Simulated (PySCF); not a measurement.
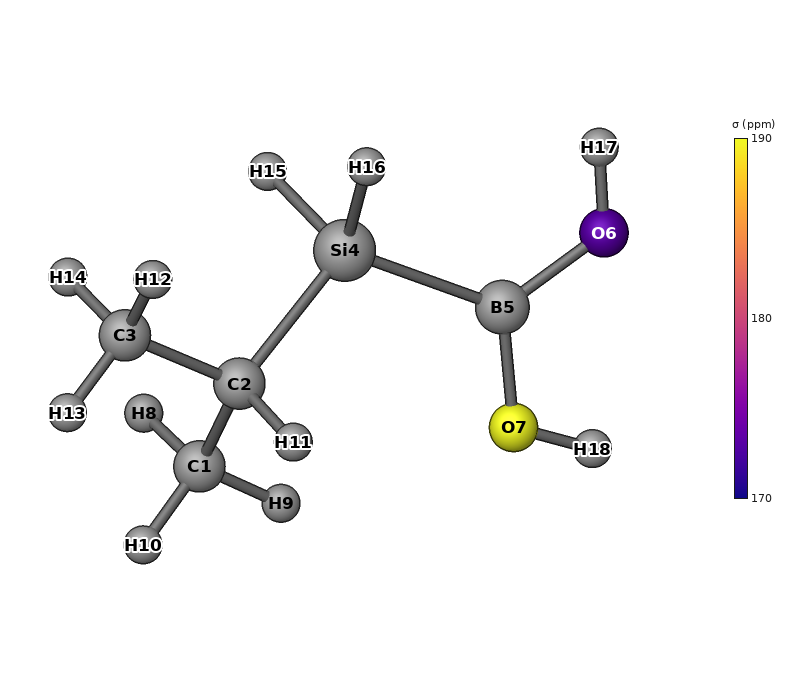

Atoms are coloured by their isotropic NMR shieldings (O only, the others grey). Computed geometry: GFN2-xTB optimisation. No frequency run is at hand to confirm it as a minimum. Method: GIAO PBE0/pcSseg-1 NMR shielding, non-relativistic, gas phase (PySCF 2.14.0).

List the isotropic NMR shieldings of the O atoms.

| atom | σ (ppm) |
| --- | --- |
| O6 | 173.2 |
| O7 | 189.9 |

The geometry is semi-empirical. Around B, Si such bond lengths and angles can be off by a tenth of an ångström or more and by several degrees, and values that hang on the shape move with them.
